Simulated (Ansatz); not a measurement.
# F2H2Si: interaction energy of a dimer with the counterpoise correction from a Python script

How strongly do two molecules of F2H2Si bind, and how much of that is basis error? Aim: the interaction energy of a dimer with the counterpoise correction, for F2H2Si, run from a script. SMILES: F[SiH2]F.

Program: Ansatz 0.2.0, driven from Python. Level of theory: Hartree-Fock/def2-SVPD. These are calculated values, not measurements.

### 1 Starting point

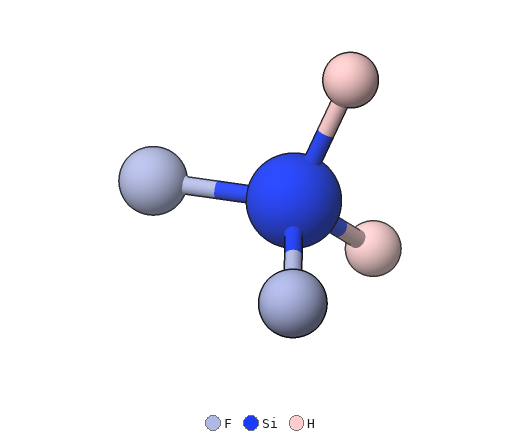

The structure that the script starts from, seen from a chosen angle (fluorine light blue, silicon blue, hydrogen pink).

No structure file is read: the coordinates are typed or built in the script.

### 2 Script

dimer.py reads:

```python
import ansatz as az

FIRST = [
    ('F', (-1.0598, 0.5322, 1.016)),
    ('Si', (-0.0244, 0.0052, -0.0274)),
    ('F', (1.2134, -0.5306, 0.7796)),
    ('H', (-0.5417, -1.0961, -0.81)),
    ('H', (0.4123, 1.0892, -0.958)),
]
SECOND = [
    ('F', (1.2228, -0.637, -3.3235)),
    ('Si', (0.6675, 0.1495, -4.5529)),
    ('F', (-0.5821, 0.9628, -4.0553)),
    ('H', (1.6234, 1.1006, -5.0769)),
    ('H', (0.2607, -0.775, -5.6536)),
]

def energy(atoms, ghosts=()):
    molecule = az.Crystal.molecule()
    for symbol, xyz in atoms:
        molecule = molecule.atom(symbol, xyz)
    calc = (
        molecule.calculation()
        .basis(gaussian='def2-SVPD')
        .functional('hf')
    )
    deck = calc.input()
    if ghosts:
        deck = deck.set(az.key.basis.gaussian.ghost_atoms, [{'symbol': s, 'position_ang': list(xyz)} for s, xyz in ghosts])
    return az.Session.from_dict(deck).plan().execute().report['free_energy_ev']

both = energy(FIRST + SECOND)
alone = energy(FIRST) + energy(SECOND)
ghosted = energy(FIRST, SECOND) + energy(SECOND, FIRST)
print(f'dimer {both:.6f} eV')
print(f'interaction, uncorrected   {23.060548 * (both - alone):8.3f} kcal/mol')
print(f'interaction, counterpoise  {23.060548 * (both - ghosted):8.3f} kcal/mol')
print(f'basis-set superposition    {23.060548 * (alone - ghosted):8.3f} kcal/mol')
```

### 3 The calls as engine input

The engine receives this input (first run):

```yaml
crystal:
  periodic: [false, false, false]
  atoms:
    - { symbol: F, position_ang: [-1.0598, 0.5322, 1.016] }
    - { symbol: Si, position_ang: [-0.0244, 0.0052, -0.0274] }
    - { symbol: F, position_ang: [1.2134, -0.5306, 0.7796] }
    - { symbol: H, position_ang: [-0.5417, -1.0961, -0.81] }
    - { symbol: H, position_ang: [0.4123, 1.0892, -0.958] }
    - { symbol: F, position_ang: [1.2228, -0.637, -3.3235] }
    - { symbol: Si, position_ang: [0.6675, 0.1495, -4.5529] }
    - { symbol: F, position_ang: [-0.5821, 0.9628, -4.0553] }
    - { symbol: H, position_ang: [1.6234, 1.1006, -5.0769] }
    - { symbol: H, position_ang: [0.2607, -0.775, -5.6536] }
basis:
  gaussian:
    orbitals: def2-SVPD
hamiltonian:
  xc: hf
```

### 4 Launch

Run with:

```bash
python dimer.py
```

**Question.** How large is the interaction at this pose, and how much of it is basis-set superposition?

**Answer**, as computed:

| quantity | value |
| --- | --- |
| interaction energy, uncorrected | -0.814 kcal/mol |
| interaction energy, counterpoise | -0.243 kcal/mol |
| runs compared | 5 |

The counterpoise correction takes away 70 % of the apparent binding. Uncorrected it is -0.814 kcal/mol, with the counterpoise correction -0.243 kcal/mol; the difference, 0.57 kcal/mol, is the superposition error. Caveats:
- The dimer is a generated trial pose of unrelaxed monomers, not a minimum, so the figure is no binding energy, and the basis set is small.
- This level lacks the dispersion part of the attraction (electrostatics and induction are there), which can decide the sign where the interaction is weak.
